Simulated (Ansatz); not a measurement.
# SrLiH3 (model cell, started as cubic perovskite with Sr in the octahedra): a soft mode frozen in, part 2 of 3

Wanted: the energy along a soft mode of SrLiH3 (model cell, started as cubic perovskite with Sr in the octahedra) and the structure at the end.

Ansatz 0.2.0; DFT PBEsol, scalar-relativistic, plane waves, PAW.

So far, highest frequency on the path or at a solved wavevector (cm⁻¹): step 2 (phonons on a q mesh) 1389. Also lowest frequency on the path (cm⁻¹): step 2 -560.

The structure was built from a prototype and need not be the compound's stable phase.

## Step 4: The mode frozen in, largest atomic shift 0.6 Å

The atoms are moved along the unstable eigenvector, the largest shift by 0.6 Å, with the cell fixed.

input.yaml reads:

```yaml
crystal:
  lattice:
    - [4.5923772974, 4.5923772974, 0.0]
    - [4.5923772974, 0.0, 4.5923772974]
    - [4.5923772974, 0.0, -4.5923772974]
  atoms:
    - { symbol: Li, position: [0.0, 0.5, 0.5] }
    - { symbol: Li, position: [0.0, 0.0, 1.0] }
    - { symbol: Sr, position: [0.5, 0.25, 0.75] }
    - { symbol: Sr, position: [0.5, 0.75, 0.25] }
    - { symbol: H, position: [0.5923844103, 0.5, 0.5] }
    - { symbol: H, position: [0.4076155897, 0.0, 0.0] }
    - { symbol: H, position: [0.0, 0.5923844103, 0.0] }
    - { symbol: H, position: [0.0, -0.0923844103, 0.5] }
    - { symbol: H, position: [0.5923844103, 0.4076155897, 0.0] }
    - { symbol: H, position: [0.4076155897, 0.0923844103, 0.5] }
kpoints:
  mp_grid: { grid: [6, 6, 6] }
hamiltonian:
  xc: pbesol
scf:
  occupations: { method: gaussian, width: 0.02 }
output:
  forces: true
  stress: true
  eigenvalues: true
```

Started as:

```sh
$ ansatz run input.yaml --threads 8 --pin off --max-ram 14336MiB --backend cpu --events-out ev --progress --plain --runs-dir out
```

Numbers of over 12 decimals in the logs are rounded to 6 here.

Output:

```text
[...]
Crystal: 10 atoms, lattice volume = 193.706 Å³
Basis set: ecut = 420 eV, 3767 PW (Γ), exchange–correlation on 90×90×90 points (8 copies of the dense FFT grid, shifted against one another)
Bands: 26, of which v1, the nominal top of the filled ones, is band 16 counted from 1 (15 counted from 0)
Symmetry: 12 space group operations
[...]
k-points: 32 of 216
[...]
k-point 0: bands = [... 12 lower, -0.4754, 0.5679, 0.5679, 0.6952, 3.0277, 3.3038, 3.3038, 5.2230, ... 5 higher]
  k-point 1: bands = [... 12 lower, -0.4233, 0.2867, 0.4654, 0.4654, 3.2319, 3.4778, 3.4778, 5.3565, ... 5 higher]
  k-point 2: bands = [... 12 lower, -0.2732, -0.2732, 0.2250, 0.2250, 3.5547, 3.9421, 3.9421, 4.5465, ... 5 higher]
  k-point 31: bands = [... 12 lower, -0.3283, -0.3283, 0.1059, 0.1059, 3.6525, 3.6525, 4.7076, 4.7076, ... 5 higher]
[key lines of the parts left out:]
SCF converged after 6 iterations
Free energy (F): -7485.657372 eV
Fermi energy:    1.752089 eV
P = ⅓ Tr σ = -1.8444 GPa (-18.444 kbar)
```

Wall time 1 s (8 threads of Arm Neoverse V2, shared host); peak memory 0.64 GiB; 6.5 s of CPU time.

Numbers from this step:

```yaml
pressure: -1.844 GPa
gap_on_the_k_mesh: 2.114 eV
energy_from_the_undistorted_cell: -102.5 meV/atom
```

The energy, extrapolated to zero smearing, is -102.52 meV/atom against the undistorted cell.

The run ends at a pressure of -1.84 GPa, with forces up to 0.46 eV/Å.

## Step 5: Energy along the mode, all amplitudes (two of the runs are shown above)

An imaginary frequency means negative curvature, so the energy should fall and then rise again as anharmonic terms take over.

This step gave:

```yaml
depth_at_the_lowest_point_sampled: 102.5 meV/atom
largest_atomic_shift_at_that_point: 0.6 Å
```

Table of energy from the parent by largest atomic shift:

```
largest atomic shift (Å)  energy from the parent (meV/atom)
                   0.000                                  0
                   0.040                             -0.557
                   0.080                              -2.22
                   0.140                              -6.75
                   0.220                              -16.4
                   0.320                              -33.6
                   0.450                              -62.9
                   0.600                               -103
```

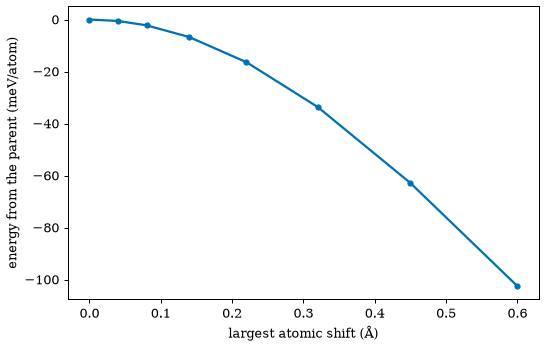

Energy from the parent against largest atomic shift.

Displacement at unit largest shift by atom:

```
atom   x (Å)   y (Å)   z (Å)   size
 Li1   0.000   0.000   0.000  0.000
 Li2   0.000   0.000   0.000  0.000
 Sr3   0.000   0.000   0.000  0.000
 Sr4   0.000   0.000   0.000  0.000
  H5   0.707   0.707   0.000  1.000
  H6  -0.707  -0.707   0.000  1.000
  H7   0.707   0.000   0.707  1.000
  H8  -0.707   0.000  -0.707  1.000
  H9   0.000   0.707  -0.707  1.000
 H10   0.000  -0.707   0.707  1.000
```

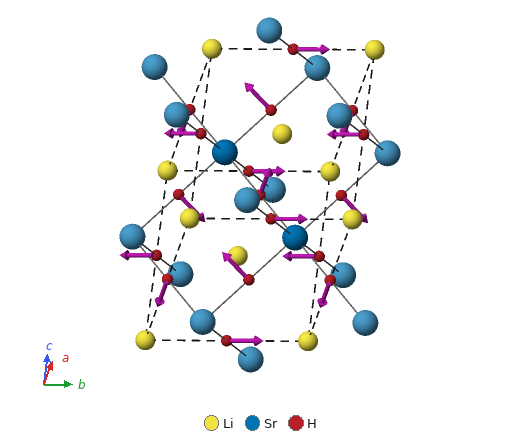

Displacement at unit largest shift as arrows, the longest 1.000 Å. Some periodic images of atoms are drawn too.

The lowest of the steps tried is the last one, at 0.6 Å, 103 meV/atom below the parent; the bottom of the well need not coincide with a step.

## Step 6: Relaxing from the distorted cell

Starting from the lowest point found, all atoms and the cell are let go, so that strain and other modes of the same symmetry can join in.

input.yaml: that of step 4 with these lines changed.

```diff
@@ -21,3 +21,3 @@
 scf:
-  occupations: { method: gaussian, width: 0.02 }
+  occupations: { method: fixed }
 output:
@@ -26 +26,6 @@
   eigenvalues: true
+relax:
+  adjacent_minimum: "off"
+  f_tol: 0.002
+  max_steps: 120
+  cell: { stress_tol: 0.03 }
```

Output:

```text
[...]
Crystal: 10 atoms, lattice volume = 193.706 Å³
Basis set: ecut = 420 eV, 3767 PW (Γ), exchange–correlation on 90×90×90 points (8 copies of the dense FFT grid, shifted against one another)
Bands: 26, of which v1, the nominal top of the filled ones, is band 16 counted from 1 (15 counted from 0)
Symmetry: 12 space group operations
[...]
k-points: 32 of 216
[...]
SCF iter   1: F=—  HF=-7485.673180 eV  |F-HF|=—  |Δ(HF+E_count)|=         —  Δρ=5.47e-3  dr2=5.35e-2  ethr=1.77e-3  ⟨swp⟩=5.4  Hψ=3779  notcnv=0  defer=177
[...]
SCF iter   6: F=-7485.657372 eV  HF=-7485.657372 eV  |F-HF|=9.53e-9  |Δ(HF+E_count)|=   3.27e-7  Δρ=2.39e-6  dr2=9.60e-9  ethr=3.13e-10  ⟨swp⟩=17.3  Hψ=6868  notcnv=0
SCF 1 converged in 6 iterations: F = -7485.657372 eV  dr2 = 9.60e-9
[...]
relax step   1: F+E_penalty+E_count = -7485.65737241 eV  Δ(F+E_penalty+E_count) = +0.000e0 eV  max|allowed force component| = 3.239e-1 eV/Å  Δτ_max = 0.0000 Å  P = -1.844 GPa  Ω = 193.706 Å³  (6 SCF iters, dr2 threshold 1.00e-7 eV, accepted)
Crystal: 10 atoms, lattice volume = 182.879 Å³
Basis set: ecut = 420 eV, 3569 PW (Γ), exchange–correlation on 90×90×90 points (8 copies of the dense FFT grid, shifted against one another)
[...]
iter 1 solved again at ethr=1.09e-3 eV; its pass at ethr=3.10e-3 eV (dr2=3.48e-1 eV) is discarded
[...]
SCF iter   5: F=-7486.400937 eV  HF=-7486.400936 eV  |F-HF|=4.89e-7  |Δ(HF+E_count)|=   1.80e-5  Δρ=2.02e-5  dr2=6.89e-7  ethr=3.12e-9  ⟨swp⟩=14.1  Hψ=6977  notcnv=0
SCF 2 converged in 5 iterations: F = -7486.400937 eV  dr2 = 6.89e-7
relax step   2: F+E_penalty+E_count = -7486.40093654 eV  Δ(F+E_penalty+E_count) = -7.436e-1 eV  max|allowed force component| = 3.658e-1 eV/Å  Δτ_max = 0.1964 Å  P = -1.826 GPa  Ω = 182.879 Å³  energy of the carried Pulay correction = +3.560e-3 eV  (5 SCF iters, dr2 threshold 1.00e-6 eV, accepted)
Crystal: 10 atoms, lattice volume = 170.640 Å³
Basis set: ecut = 420 eV, 3335 PW (Γ), exchange–correlation on 90×90×90 points (8 copies of the dense FFT grid, shifted against one another)
[...]
SCF iter   5: F=-7487.169900 eV  HF=-7487.169900 eV  |F-HF|=4.32e-7  |Δ(HF+E_count)|=   3.50e-5  Δρ=2.00e-5  dr2=5.63e-7  ethr=3.12e-9  ⟨swp⟩=13.6  Hψ=7058  notcnv=0
SCF 3 converged in 5 iterations: F = -7487.169900 eV  dr2 = 5.63e-7
relax step   3: F+E_penalty+E_count = -7487.16990022 eV  Δ(F+E_penalty+E_count) = -7.690e-1 eV  max|allowed force component| = 3.291e-1 eV/Å  Δτ_max = 0.1918 Å  P = -1.377 GPa  Ω = 170.640 Å³  energy of the carried Pulay correction = +7.839e-3 eV  (5 SCF iters, dr2 threshold 1.00e-6 eV, accepted)
[... from here on, the SCF cycles and remarks between the steps are left out ...]
relax step   4: F+E_penalty+E_count = -7487.68692065 eV  Δ(F+E_penalty+E_count) = -5.170e-1 eV  max|allowed force component| = 1.010e-1 eV/Å  Δτ_max = 0.1943 Å  P = -0.530 GPa  Ω = 160.446 Å³  energy of the carried Pulay correction = +1.163e-2 eV  (5 SCF iters, dr2 threshold 1.00e-6 eV, accepted)
relax step   5: F+E_penalty+E_count = -7487.71510340 eV  Δ(F+E_penalty+E_count) = -2.818e-2 eV  max|allowed force component| = 9.369e-2 eV/Å  Δτ_max = 0.0718 Å  P = +1.328 GPa  Ω = 152.064 Å³  energy of the carried Pulay correction = +1.492e-2 eV  (5 SCF iters, dr2 threshold 1.00e-6 eV, accepted)
relax step   6: F+E_penalty+E_count = -7487.74465945 eV  Δ(F+E_penalty+E_count) = -2.956e-2 eV  max|allowed force component| = 2.683e-2 eV/Å  Δτ_max = 0.0350 Å  P = +0.728 GPa  Ω = 155.872 Å³  energy of the carried Pulay correction = +1.340e-2 eV  (5 SCF iters, dr2 threshold 1.00e-6 eV, accepted)
relax step   7: F+E_penalty+E_count = -7487.74132983 eV  Δ(F+E_penalty+E_count) = +3.330e-3 eV  max|allowed force component| = 6.541e-2 eV/Å  Δτ_max = 0.0173 Å  P = -0.561 GPa  Ω = 162.723 Å³  energy of the carried Pulay correction = +1.076e-2 eV  (5 SCF iters, dr2 threshold 1.00e-6 eV, rejected (line search))
relax step   8: F+E_penalty+E_count = -7487.75429479 eV  Δ(F+E_penalty+E_count) = -9.635e-3 eV  max|allowed force component| = 3.105e-3 eV/Å  Δτ_max = 0.0085 Å  P = +0.141 GPa  Ω = 158.869 Å³  energy of the carried Pulay correction = +1.224e-2 eV  (8 SCF iters, accepted)
relax step   9: F+E_penalty+E_count = -7487.75462298 eV  Δ(F+E_penalty+E_count) = -3.282e-4 eV  max|allowed force component| = 2.464e-5 eV/Å  Δτ_max = 0.0001 Å  P = +0.004 GPa  Ω = 159.513 Å³  energy of the carried Pulay correction = +1.199e-2 eV  (4 SCF iters, dr2 threshold 9.08e-8 eV, accepted)
relax step  10: F+E_penalty+E_count = -7487.75046407 eV  Δ(F+E_penalty+E_count) = +4.159e-3 eV  max|allowed force component| = 7.940e-5 eV/Å  Δτ_max = 0.0000 Å  P = -0.022 GPa  Ω = 159.513 Å³  stress off target by 3.72e-2 GPa  SCF on the basis re-selected at this cell (its energy is not comparable with the rows above)  (6 SCF iters)
relax step  11: F+E_penalty+E_count = -7487.75052785 eV  Δ(F+E_penalty+E_count) = -6.377e-5 eV  max|allowed force component| = 6.431e-5 eV/Å  Δτ_max = 0.0006 Å  P = +0.001 GPa  Ω = 159.446 Å³  energy of the carried Pulay correction = +2.514e-5 eV  (4 SCF iters, dr2 threshold 3.46e-9 eV, accepted)
[...]
SCF iter   1: F=—  HF=-7487.750433 eV  |F-HF|=—  |Δ(HF+E_count)|=         —  Δρ=1.42e-5  dr2=1.10e-8  ethr=2.51e-7  ⟨swp⟩=4.1  Hψ=6248  notcnv=0  defer=247
eigensolver tolerance schedule: the retry pair's looser diagonalisation over-reported the residual by 7311.20 of it (diagonalisation noise at 1.45 of the residual, at the tolerance the schedule requests for it); recorded, not acted on — ethr = c·dr2/N_el stays at c = 1.0e-1
[...]
SCF iter   2: F=—  HF=-7487.750491 eV  |F-HF|=—  |Δ(HF+E_count)|=   5.81e-5  Δρ=7.15e-6  dr2=3.16e-9  ethr=3.44e-11  ⟨swp⟩=3.3  Hψ=1628  notcnv=0  defer=246
[...]
SCF iter   5: F=-7487.750492 eV  HF=-7487.750492 eV  |F-HF|=0.00e0  |Δ(HF+E_count)|=  2.87e-10  Δρ=4.78e-8  dr2=1.63e-12  ethr=1.00e-12  ⟨swp⟩=4.3  Hψ=2378  notcnv=0
SCF 12 converged in 5 iterations: F = -7487.750492 eV  dr2 = 1.63e-12
relax step  12: F+E_penalty+E_count = -7487.75049245 eV  Δ(F+E_penalty+E_count) = +3.540e-5 eV  max|allowed force component| = 6.686e-5 eV/Å  Δτ_max = 0.0000 Å  P = +0.001 GPa  Ω = 159.446 Å³  stress off target by 2.21e-3 GPa  SCF on the basis re-selected at this cell (its energy is not comparable with the rows above)  (5 SCF iters)
[...]
SCF converged after 5 iterations
Free energy (F): -7487.750492 eV
[...]
Internal energy: -7487.750492 eV  (E = F + TS)
E sigma→0 (E₀):  -7487.750492 eV
Fermi energy:    1.528524 eV
[...]
--- Forces (eV/Å), atoms counted from 1 ---
  atom   1  Li     0.00000000     0.00000000     0.00000000
  atom   2  Li    -0.00000000    -0.00000000    -0.00000000
  atom   3  Sr     0.00000000     0.00000000     0.00000000
  atom   4  Sr     0.00000000    -0.00000000    -0.00000000
  atom   5  H      0.00006686     0.00006686     0.00000000
  atom   6  H     -0.00006686    -0.00006686    -0.00000000
  atom   7  H      0.00006686    -0.00000000     0.00006686
  atom   8  H     -0.00006686     0.00000000    -0.00006686
  atom   9  H     -0.00000000     0.00006686    -0.00006686
  atom  10  H      0.00000000    -0.00006686     0.00006686
  max |Σ_I F_I| component: 2.71e-20 eV/Å
--- Stress (GPa, compression-positive) ---
        0.000882      -0.000664      -0.000664
       -0.000664       0.000882       0.000664
       -0.000664       0.000664       0.000882
  P = ⅓ Tr σ = 0.0009 GPa (0.009 kbar)
--- Band table (eV; the first three rows and the last of 32) ---
  k-point 0: bands = [... 12 lower, 0.0461, 0.8900, 1.5285, 1.5285, 3.5120, 4.6832, 4.6832, 7.5273, ... 6 higher]
  k-point 1: bands = [... 12 lower, 0.1257, 0.5143, 1.3968, 1.3968, 3.9620, 4.8240, 4.8240, 7.0507, ... 6 higher]
  k-point 2: bands = [... 12 lower, 0.3530, 0.3530, 1.0738, 1.0738, 4.9073, 5.1996, 5.1996, 6.3801, ... 6 higher]
  k-point 31: bands = [... 12 lower, 0.0406, 0.0406, 0.7496, 0.7496, 5.2189, 5.2189, 5.7151, 5.7151, ... 6 higher]
--- Relaxed structure (10 steps of the walk, 9 accepted, 2 SCFs on fresh bases) ---
  F+E_penalty+E_count = -7487.75049245 eV   max|allowed force component| = 6.686e-5 eV/Å   (the final SCF, on the basis selected at the relaxed cell)
  cell:  # Å, volume = 159.4456 Å³
    - [4.034161, 4.034161, 5.551115123125783e-17]
    - [4.034161, 5.551115123125783e-17, 4.034161]
    - [4.610485, -0.576324, -4.610485]
  atoms:
    - { symbol: Li, position: [2.6020852139652106e-18, 0.500000, 0.500000] }
    - { symbol: Li, position: [0.0, -1.1102230246251565e-16, 1.0] }
    - { symbol: Sr, position: [0.5, 0.250000, 0.75] }
    - { symbol: Sr, position: [0.500000, 0.750000, 0.250000] }
    - { symbol: H, position: [0.686319, 0.500000, 0.5] }
    - { symbol: H, position: [0.313681, 7.14535963761954e-18, -5.557469386935014e-18] }
    - { symbol: H, position: [-6.938893903907228e-18, 0.686319, 0.0] }
    - { symbol: H, position: [1.3877787807814457e-17, -0.186319, 0.500000] }
    - { symbol: H, position: [0.686319, 0.313681, 1.3877787807814457e-16] }
    - { symbol: H, position: [0.313681, 0.186319, 0.500000] }
```

Run time: 12 s. Hardware: 8 threads; peak memory 0.68 GiB; 84 s of CPU time.

Step by step:

```
step  energy less that of the first step (eV)  largest force component (eV/Å)  pressure (GPa)  volume (Å³)
   1                                   0.0000                          0.3239           -1.84       193.71
   2                                  -0.7436                          0.3658           -1.83       182.88
   3                                  -1.5125                          0.3291           -1.38       170.64
   4                                  -2.0295                          0.1010           -0.53       160.45
   5                                  -2.0577                          0.0937            1.33       152.06
   6                                  -2.0873                          0.0268            0.73       155.87
   7                                  -2.0840                          0.0654           -0.56       162.72
   8                                  -2.0969                          0.0031            0.14       158.87
   9                                  -2.0973                          0.0000            0.00       159.51
 10*                                  -2.0931                          0.0001           -0.02       159.51
  11                                  -2.0932                          0.0001            0.00       159.45
 12*                                  -2.0931                          0.0001            0.00       159.45
```

Relaxation steps marked * repeat the geometry before them on a plane-wave basis chosen anew for their cell, so energy and pressure can jump there. Relaxation step 7 was tried and not accepted.

The run keeps the 12 symmetry operations that it works with, so distortions that break them were not tested.

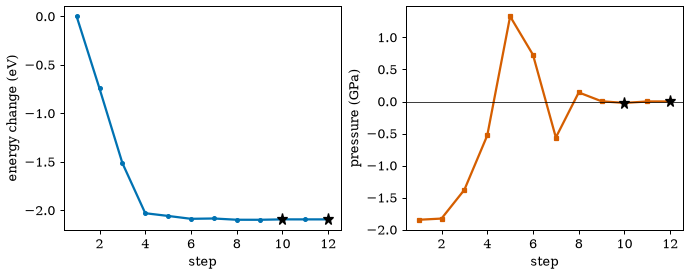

Energy and pressure along the relaxation. Stars mark steps on a basis chosen anew.

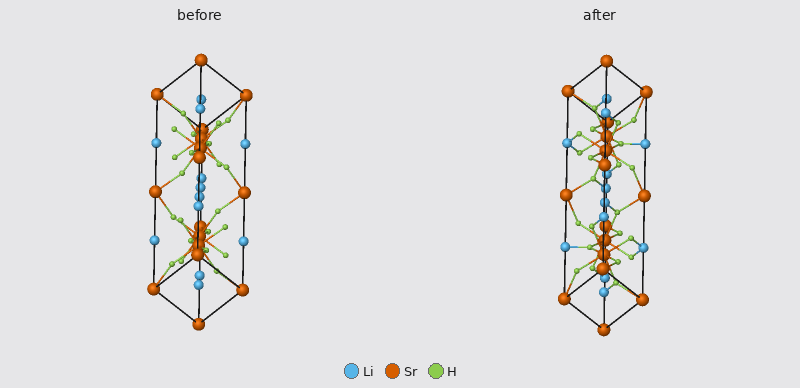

Before and after, at one scale. Bonds to atoms that aren't drawn are left out.

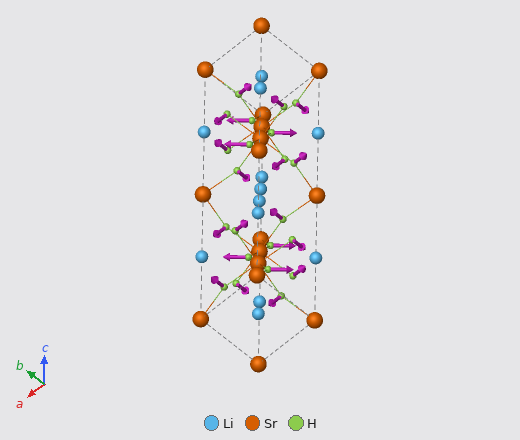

Displacements in the relaxation, exaggerated, measured against the changing cell; the longest in the cell stands for 0.54 Å. Bonds to atoms that aren't drawn are left out. Some periodic images of atoms are drawn too.

```
     cell as run  before  after   change
           a (Å)   6.495  5.705  -12.2 %
           b (Å)   6.495  5.705  -12.2 %
           c (Å)   6.495  6.546   +0.8 %
           β (°)   60.00  64.16   +6.9 %
volume (Å³/atom)   19.37  15.94  -17.7 %
```

The atoms that moved most (Å, as changes of fractional coordinates times the final cell):

```
atom      dx      dy      dz  length
  H6  -0.379  -0.379   0.000   0.536
  H8  -0.379   0.000  -0.379   0.536
 H10   0.000  -0.379   0.379   0.536
  H5   0.379   0.379   0.000   0.536
  H9   0.000   0.379  -0.379   0.536
  H7   0.379   0.000   0.379   0.536
```

This step gave:

```
pressure          : 8.82e-4 GPa
gap on the k-mesh : 1.984 eV
volume per atom   : 15.94 Å³
```

The distorted start has space group R-3c; the relaxation ends in R-3c.

## Step 7: The new phase in its own primitive cell

The relaxed structure is symmetrised, reduced to its primitive cell and relaxed tightly, as its phonons need.

input.yaml reads:

```yaml
crystal:
  lattice:
    - [2.8525827311, 1.6469394077, 5.6564704253]
    - [-2.8525827311, 1.6469394077, 5.6564704253]
    - [0.0, -3.2938788154, 5.6564704253]
  atoms:
    - { symbol: Li, position: [0.25, 0.25, 0.25] }
    - { symbol: Li, position: [0.75, 0.75, 0.75] }
    - { symbol: Sr, position: [0.5, 0.5, 0.5] }
    - { symbol: Sr, position: [0.0, 0.0, 0.0] }
    - { symbol: H, position: [0.9363187939, 0.25, 0.5636812061] }
    - { symbol: H, position: [0.0636812061, 0.75, 0.4363187939] }
    - { symbol: H, position: [0.4363187939, 0.0636812061, 0.75] }
    - { symbol: H, position: [0.5636812061, 0.9363187939, 0.25] }
    - { symbol: H, position: [0.75, 0.4363187939, 0.0636812061] }
    - { symbol: H, position: [0.25, 0.5636812061, 0.9363187939] }
kpoints:
  mp_grid: { grid: [6, 6, 6] }
hamiltonian:
  xc: pbesol
scf:
  occupations: { method: fixed }
output:
  forces: true
  stress: true
  eigenvalues: true
relax:
  adjacent_minimum: "off"
  f_tol: 0.001
  max_steps: 60
  cell: { stress_tol: 0.01 }
```

Output:

```text
[...]
Crystal: 10 atoms, lattice volume = 159.446 Å³
Basis set: ecut = 420 eV, 3121 PW (Γ), exchange–correlation on 90×90×90 points (8 copies of the dense FFT grid, shifted against one another)
Bands: 26, of which v1, the nominal top of the filled ones, is band 16 counted from 1 (15 counted from 0)
Symmetry: 12 space group operations
[...]
k-points: 32 of 216
[...]
- { symbol: Sr, position: [0.500000, 0.500000, 0.5] }
    - { symbol: Sr, position: [0.0, 0.0, 0.0] }
    - { symbol: H, position: [0.936319, 0.250000, 0.5636812061] }
    - { symbol: H, position: [0.063681, 0.75, 0.4363187939] }
    - { symbol: H, position: [0.436319, 0.063681, 0.75] }
    - { symbol: H, position: [0.5636812061, 0.9363187939, 0.250000] }
    - { symbol: H, position: [0.75, 0.436319, 0.0636812061] }
    - { symbol: H, position: [0.25, 0.5636812061, 0.9363187939] }
[key lines of the parts left out:]
SCF converged after 6 iterations
Free energy (F): -7487.750492 eV
Fermi energy:    1.528524 eV
P = ⅓ Tr σ = 0.0009 GPa (0.009 kbar)
```

Elapsed: 1.9 s, on 8 threads; peak memory 0.61 GiB.

Little changed from the start: no atom moved by 0.005 Å and no cell edge by 0.1 %.

Numbers from this step:

```yaml
pressure: 8.85e-4 GPa
direct_gap_on_mesh: 1.984 eV
```

The largest force component left is 0.094 meV/Å and the pressure is 0.001 GPa, within the tolerances set. The cell now holds 15.94 Å³/atom.

(Part 2 of 3 ends here.)

[Logs are printed without paths, hosts, clocks, repeated set-up lines and the standing remarks that a program may print on its own settings, such as how far it seeks lower states.]

[Hosts, paths, dates, database ids (printed as entryN), source tags and the programs' standing remarks are cut or masked in the printed files.]
